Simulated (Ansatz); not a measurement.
# How well the gap of Ga2S3 (Cc) can be computed, part 3 of 3

The study climbs from cheap functionals to G0W0 on Ga2S3 (Cc) and then asks what each convergence step is worth.

Ansatz 0.2.0; density functionals, hybrids, G0W0, plane waves, PAW. Known limits of the many-body steps: not at the basis limit; no spin-orbit coupling; coarse k mesh.

So far. Step 10 (G0W0@LDA, 2×2×2 mesh, 499 empty bands, screening to 102 …): Against the run with 4×4×2 mesh, 499 empty bands, screening to 102 eV, PAW set soft_1 files, the gap moves by −0.06 eV. Step 11 (G0W0@HSE06, 4×4×2 mesh, 499 empty bands, screening to …): Against the run with 4×4×2 mesh, 499 empty bands, screening to 102 eV, PAW set soft_1 files on LDA, the gap moves by +0.63 eV, while the start moved by +1.35 eV.

In doubt: masses and optical values from hybrid runs of this build are listed as unsure (steps 11, 14), which bears on the screening that GW takes from such a start.

## (12) G0W0@LDA, 4×4×2 mesh, 499 empty bands, screening to 102 eV, plasmon pole, PAW set soft_1 files

A plasmon pole stands in for the full frequency dependence of the screening; this run shows what that costs in accuracy.

This step: G0W0 on LDA, plane waves, PAW; PAW set soft_1.

File input.yaml:

```yaml
crystal:
  lattice:
    - [5.5535, -3.1975, 0.0]
    - [5.5535, 3.1975, 0.0]
    - [-3.6339226554, 0.0, 6.0074160114]
  atoms:
    - { symbol: Ga, position: [0.63979, 0.44447, 0.12512] }
    - { symbol: Ga, position: [0.44447, 0.63979, 0.62512] }
    - { symbol: Ga, position: [0.2682, 0.13232, 0.11559] }
    - { symbol: Ga, position: [0.13232, 0.2682, 0.61559] }
    - { symbol: S, position: [0.9089, 0.0811, 0.9838] }
    - { symbol: S, position: [0.0811, 0.9089, 0.4838] }
    - { symbol: S, position: [0.4303, 0.2453, 0.4999] }
    - { symbol: S, position: [0.2453, 0.4303, 0.9999] }
    - { symbol: S, position: [0.5901, 0.7581, 0.0084] }
    - { symbol: S, position: [0.7581, 0.5901, 0.5084] }
kpoints:
  mp_grid: { grid: [4, 4, 2] }
hamiltonian:
  xc: lda
  pseudopotentials: { kind: paw, azcp: { folder: soft_1 }, xc_functional: pbe }
scf:
  occupations: { method: fixed }
gw:
  n_empty_bands: 499
  ecut_chi: 102
  qp_bands: [v3, c3]
  qp_kpoints: band_edges
  screening: { model: godby_needs }
```

Started as:

```bash
> ansatz run input.yaml --threads 3 --pin off --max-ram 92160MiB --backend cuda --events-out ev --progress --plain --runs-dir out --devices 1 --max-vram 13GiB
```

Numbers of over 12 decimals in the logs are rounded to 6 here.

Log:

```text
GPUs: using 1 of 1 available (devices: 1).
[...]
GPU FFT provider: cuFFT
GPU libraries: cuBLAS 13.8.2, cuFFT 12.4.0, cuSOLVER 12.3.4
Crystal: 10 atoms, lattice volume = 213.351 Å³
Basis set: ecut = 420 eV, 4167 PW (Γ)
Bands: 54, of which v1, the nominal top of the filled ones, is band 44 counted from 1 (43 counted from 0)
Symmetry: 2 space group operations
[...]
k-points: 14 of 32 (time reversal used)
[...]
1    43      4.9011   -18.4663     2.3171   -15.5593  0.7720     4.3087     4.3112  root
[...]
13    44      4.9177   -18.2554     2.3776   -15.2698  0.7711     4.3069     4.3097  root
    13    45      7.8989    -9.4072    -3.9045   -14.1254  0.8009     8.7167     8.7126  root
    13    46      7.8989    -9.4072    -3.9045   -14.1254  0.8009     8.7167     8.7126  root
    13    47      8.7146    -9.7249    -4.1674   -14.8036  0.7942     9.6315     9.6259  root
[key lines of the parts left out:]
SCF converged after 9 iterations
Free energy (F): -20051.785229 eV
Fermi energy:    5.509725 eV
```

The job ended after 85 s (1 × NVIDIA H100 80GB HBM3 (shared by 6 runs) with 3 threads of AMD EPYC 7R13 (Zen 3), shared host; peak memory 3.1 GiB; 3.1 min of CPU time).

This step gave:

```yaml
bands_summed: 543
plasmon_pole_fit_frequency: 23.85 eV
rpa_eps_infinity_on_this_mesh_eigenvalues: 6.012, 6.156, 6.670
plane_waves_in_the_screening_matrix: 495
g0w0_gap_on_the_mesh: 3.073 eV
k_of_the_valence_top: 0, 0, 0
k_of_the_conduction_bottom: 0, 0, 0
starting_gap_on_the_mesh: 1.665 eV
least_direct_g0w0_gap_on_the_computed_points: 3.073 eV
```

Against the run with 4×4×2 mesh, 499 empty bands, screening to 102 eV, PAW set soft_1 files, the gap moves by +0.03 eV.

## (13) G0W0@LDA, 4×4×2 mesh, 499 empty bands, screening to 102 eV, hard PAW files

Other atomic data (hard PAW) test the pseudisation: the cutoff goes from 420 to 1020 eV and the valence electrons from 88 to 120, which opens shells that were frozen.

This step: G0W0 on LDA, plane waves, PAW.

input.yaml: that of step 12 with these lines changed.

```diff
@@ -20,3 +20,3 @@
   xc: lda
-  pseudopotentials: { kind: paw, azcp: { folder: soft_1 }, xc_functional: pbe }
+  pseudopotentials: { kind: paw, source: ansatz }
 scf:
@@ -28,2 +28,2 @@
   qp_kpoints: band_edges
-  screening: { model: godby_needs }
+  screening: { model: contour_deformation }
```

Log:

```text
GPUs: using 1 of 1 available (devices: 1).
[...]
GPU FFT provider: cuFFT
GPU libraries: cuBLAS 13.8.2, cuFFT 12.4.0, cuSOLVER 12.3.4
Crystal: 10 atoms, lattice volume = 213.351 Å³
Basis set: ecut = 1020 eV, 15785 PW (Γ)
Bands: 72, of which v1, the nominal top of the filled ones, is band 60 counted from 1 (59 counted from 0)
Symmetry: 2 space group operations
[...]
k-points: 14 of 32 (time reversal used)
[...]
1    59      5.5302   -18.4692     2.3320   -15.5645  0.7446     4.9510     4.9575  root
[...]
13    60      5.5470   -18.2576     2.3966   -15.2742  0.7425     4.9531     4.9602  root
    13    61      8.5263    -9.4302    -3.9353   -14.1525  0.7850     9.3222     9.3132  root
    13    62      8.5263    -9.4302    -3.9353   -14.1525  0.7850     9.3222     9.3132  root
    13    63      9.3414    -9.7515    -4.2164   -14.8347  0.7749    10.2212    10.2081  root
[key lines of the parts left out:]
SCF converged after 9 iterations
Free energy (F): -38575.524083 eV
Fermi energy:    6.138897 eV
```

It took 6.1 min on 1 × NVIDIA H100 80GB HBM3 (shared by 6 runs) with 3 threads; peak memory 4.3 GiB; 9.1 min of CPU time.

This step gave:

* bands summed: 559
* RPA ε∞ on this mesh (eigenvalues): 6.017, 6.162, 6.676
* plane waves in the screening matrix: 495
* G0W0 gap on the mesh: 3.034 eV
* k of the valence top: 0, 0, 0
* k of the conduction bottom: 0, 0, 0
* starting gap on the mesh: 1.664 eV
* least direct G0W0 gap on the computed points: 3.034 eV

Against the run with 4×4×2 mesh, 499 empty bands, screening to 102 eV, PAW set soft_1 files, the gap moves by −0.006 eV.

## (14) G0W0@PBE0, 4×4×2 mesh, 499 empty bands, screening to 102 eV, PAW set soft_1 files

This step: G0W0 on PBE0, plane waves, PAW; PAW set soft_1.

input.yaml: that of step 13 with these lines changed.

```diff
@@ -19,4 +19,4 @@
 hamiltonian:
-  xc: lda
-  pseudopotentials: { kind: paw, source: ansatz }
+  xc: pbe0
+  pseudopotentials: { kind: paw, azcp: { folder: soft_1 } }
 scf:
```

Log:

```text
GPUs: using 1 of 1 available (devices: 1).
[...]
GPU FFT provider: cuFFT
GPU libraries: cuBLAS 13.8.2, cuFFT 12.4.0, cuSOLVER 12.3.4
Crystal: 10 atoms, lattice volume = 213.351 Å³
Basis set: ecut = 420 eV, 4167 PW (Γ)
Bands: 54, of which v1, the nominal top of the filled ones, is band 44 counted from 1 (43 counted from 0)
Symmetry: 2 space group operations
[...]
k-points: 14 of 32 (time reversal used)
[...]
1    42      3.5420   -18.9817     1.9285   -17.0215  0.8023     3.5103     3.5103  root
     1    43      4.0656   -18.5746     2.0100   -16.5036  0.7978     4.0045     4.0046  root
[...]
13    44      4.0732   -18.3746     2.0652   -16.2396  0.7962     4.0034     4.0034  root
    13    45      9.0854    -8.7381    -3.6291   -12.4664  0.8290     9.1846     9.1845  root
    13    46      9.0854    -8.7381    -3.6291   -12.4664  0.8290     9.1846     9.1845  root
    13    47      9.9844    -9.0344    -3.8325   -13.0168  0.8221    10.1344    10.1342  root
[key lines of the parts left out:]
Free energy (F): -20558.061794 eV
Fermi energy:    4.707447 eV
```

The job ended after 2.2 min (1 × NVIDIA H100 80GB HBM3 (shared by 6 runs) with 3 threads; peak memory 2.6 GiB).

Numbers from this step:

- bands summed: 543
- RPA ε∞ on this mesh (eigenvalues): 4.182, 4.246, 4.371
- plane waves in the screening matrix: 495
- G0W0 gap on the mesh: 3.876 eV
- k of the valence top: 0, 0, 0
- k of the conduction bottom: 0, 0, 0
- starting gap on the mesh: 3.709 eV
- least direct G0W0 gap on the computed points: 3.876 eV

Against the run with 4×4×2 mesh, 499 empty bands, screening to 102 eV, PAW set soft_1 files on HSE06, the gap moves by +0.21 eV, while the start moved by +0.69 eV.

## (15) The ladder

Times are wall times on 1 × NVIDIA H100 80GB HBM3 (shared by 6 runs) with 3 threads of AMD EPYC 7R13 (Zen 3), shared host, good to a factor of about two. G0W0 rows are gaps on the mesh, lowered by the amount that the mesh misses the start's edges, a rough step that assumes the same correction there.

```csv
level,gap (eV),least direct gap (eV),time
LDA,1.67,1.67,6 s
LDA+SOC,1.66,1.66,13 s
HSE06,3.01,3.01,60 s
PBE0,3.69,3.69,77 s
G0W0@LDA (176 empty bands),3.03,-,24 s
G0W0@LDA (499 empty bands),3.04,-,43 s
G0W0@LDA (1073 empty bands),3.04,-,3.3 min
"G0W0@LDA (499 empty bands, 2×2×2)",2.98,-,19 s
G0W0@HSE06 (499 empty bands),3.67,-,2.4 min
"G0W0@LDA (499 empty bands, plasmon pole)",3.07,-,85 s
"G0W0@LDA (499 empty bands, hard PAW)",3.03,-,6.1 min
G0W0@PBE0 (499 empty bands),3.88,-,2.2 min
```

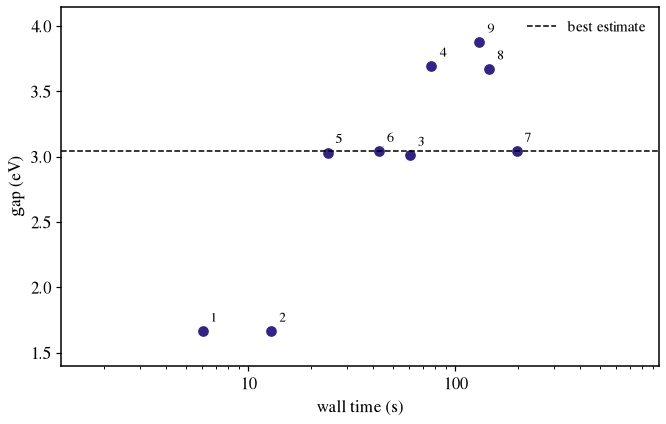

Result against wall time. Points are numbered: 1 LDA; 2 LDA+SOC; 3 HSE06; 4 PBE0; 5 G0W0@LDA 220; 6 G0W0@LDA 543; 7 G0W0@LDA 1117; 8 G0W0@HSE06; 9 G0W0@PBE0.

## (16) Adding up the best estimate

```csv
term,eV,running total (eV)
"G0W0 on the mesh, top rung",3.041,3.041
"to the limit, by a line in one over the bands through the two top rungs",+0.0003,3.041
"spin-orbit change, from LDA",−0.001,3.040
```

Changes that are not added in, each against a run with equal bands and cutoff:

```csv
change,eV
the coarser 2×2×2 mesh (change of the correction alone),−0.06
start HSE06,+0.63
plasmon pole in place of full frequency,+0.03
hard PAW files,−0.01
start PBE0,+0.84
```

## (17) What came out

```yaml
lda_gap: 1.67 eV, direct
hse06: 3.01 eV
pbe0: 3.69 eV
g0w0_top_rung_on_the_mesh: 3.04 eV
best_estimate_g0w0_lda_with_spin_orbit_change: 3.04 eV
gw_settings_of_the_top_rung: 4×4×2 mesh, 1073 empty bands, screening to 170 eV, PAW set soft_1 files
known_limits: one-shot GW, static lattice; coarse k mesh
```

In words: The best estimate for G0W0@LDA is 3.04 eV, direct on the mesh, against 1.66 eV at the start (both with spin-orbit coupling). The pair of rungs below gives a limit +0.01 eV away. Of the changes left open the largest, +0.84 eV, comes from starting at PBE0. Among the functionals HSE06 comes nearest: −0.03 eV from the estimate. That ranking leans on the start chosen for G0W0. The RPA ε∞ on the GW mesh averages 6.3 against 6.3 from perturbation theory, which takes a denser mesh of its own and holds the xc response as well. All runs took 21 min, 81 % of it in G0W0. The 4×4×2 mesh is coarse for this cell (its supercell is 14 Å along the shortest edge). The RPA ε∞ on it, from the LDA start, is 6.00, 6.15 and 6.66; such meshes misread the long-range screening, most where the gap is narrow.

[Paths, hosts, dates, memory and timing lines, banners, echoed tables and standing remarks are left out of the program output.]

[Logs are printed without paths, hosts, clocks, repeated set-up lines and the standing remarks that a program may print on its own settings, such as how far it seeks lower states.]

[Runs of the session that timed out or met a known fault of the program may be left out.]

[Cells called generated may have been cut or substituted from an entry of the Crystallography Open Database or the Materials Project.]

[Hosts, paths, dates, database ids (printed as entryN), source tags and the programs' standing remarks are cut or masked in the printed files.]
